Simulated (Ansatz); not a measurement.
Run report: N2, single-point calculation

The run: single-point calculation of N2. Method and program: RKS PBE0-D4/def2-TZVPPD (Ansatz 0.2.0).

The geometry comes from this level: PBE0-D4/def2-TZVP.

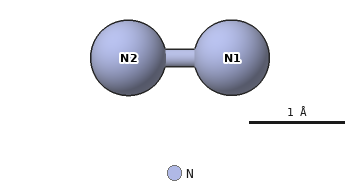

The structure (ball-and-stick view, seen on its broad side; atoms are numbered from 1 in the order of the input).

## Input
```yaml
crystal:
  periodic: [false, false, false]
  atoms:
    - {symbol: N, position_ang: [0.002200, -0.026518, 0.972285]}
    - {symbol: N, position_ang: [0.006591, -0.058237, 2.060143]}
basis:
  gaussian: {orbitals: "def2-TZVPPD.json"}
hamiltonian: {xc: pbe0, dispersion: d4}
output: {orbitals: {seedname: orbitals}}
```

Launch command:
```bash
ansatz run in.yaml --threads 2 --pin off --events-out ev --progress --plain --max-ram 5222MiB
```

## What the program printed
```
Functional definition: PBE0
  name "PBE0"
  cite "Adamo & Barone, J. Chem. Phys. 110, 6158 (1999) doi:10.1063/1.478522"
  cite "Perdew, Burke & Ernzerhof, Phys. Rev. Lett. 77, 3865 (1996) doi:10.1103/PhysRevLett.77.3865"
  parent pbe
  parameter a = 0.25
  parameter kappa = 0.804
  parameter beta = 0.06672455060314922
  exchange = (1 - a)*pbe_x(kappa = kappa, mu = beta*pi^2/3) + a*exact_x
  correlation = pbe_c(beta = beta)
358 factors; their error is unknown
mean field evaluation 1: about -2977.2174 eV, gradient 2.3e1 eV
mean field evaluation 2: about -2977.7465 eV, gradient 1.5e1 eV
mean field evaluation 4: about -2978.1847 eV, gradient 6.3e-2 eV
mean field evaluation 8: about -2978.1994 eV, gradient 5.6e-4 eV
mean field -2978.19939831 eV, -109.4468091917 hartree, gradient 2.8e-6 eV, S^2 0.000000; 0 other end points of the search recorded, 0 dependent functions left out
reference -2978.19941366 eV, -109.4468097558 hartree; 7, 7 occupied and 67, 67 virtual orbitals, 358 factors
Total energy: -2978.20740293 eV, -109.4471033562 hartree
```

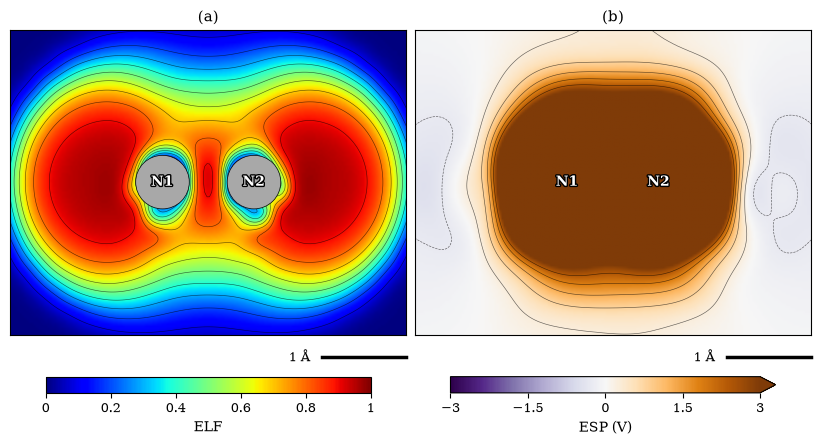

(a) ELF; (b) molecular electrostatic potential on a plane that holds the molecular axis. Grey discs, where drawn, cover atomic cores. The plane passes through N nuclei. N–N (1.09 Å): the ELF peaks at about 0.90 between the atoms; a double or triple bond.

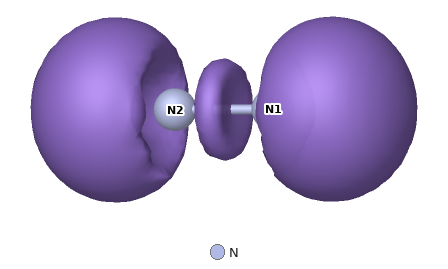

Isosurface of the ELF at 0.8 (purple), seen from the side. Core shells and regions of very low density are left out. Profiles from the grid: N–N (1.09 Å): the ELF peaks at about 0.90 between the atoms; a multiple bond by its length, whose ELF region spreads away from the axis.

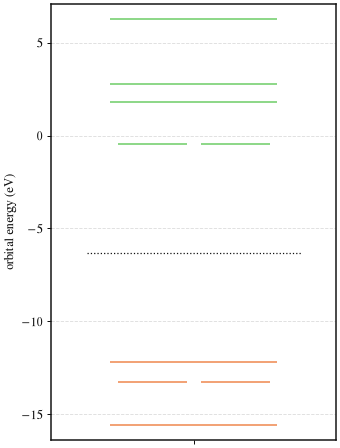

Orbital energies near the frontier; the dotted line parts filled from empty levels, and levels within 0.02 eV of each other stand side by side. Highest filled −12.21 eV, lowest empty −0.45 eV, 11.76 eV apart.

## Results in brief

- outcome: converged
- total energy: −2978.2074 eV
- mean-field energy: −2978.1994 eV
- dispersion energy: −0.0080 eV
- SCF solution under orbital rotations: stable
- HOMO: −12.21 eV
- LUMO: −0.45 eV
- hardware: 2 threads of Arm Neoverse V2, 23 GiB of memory available, shared host
- peak memory: 0.27 GiB
